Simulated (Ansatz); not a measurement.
Consider CdS in the zinc blende structure (space group F-43m, No. 216; a = 5.757 Å).

Perturbation: an isotropic linear strain of +1.00 %; the atoms relax in the strained cell.

All numbers come from LDA (Ansatz, a first-principles code, PAW, no spin-orbit coupling).

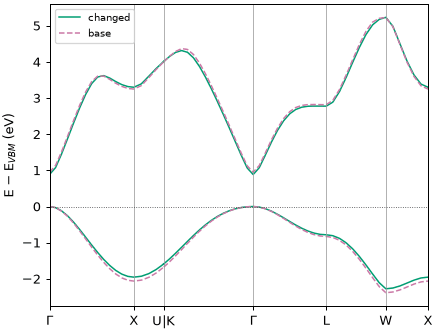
Highest valence and lowest conduction band along the path, each from its own valence-band maximum

The gap is 0.88 eV, direct at Γ; the base has 0.95 eV.

Whether these cells are dynamically stable was not tested.
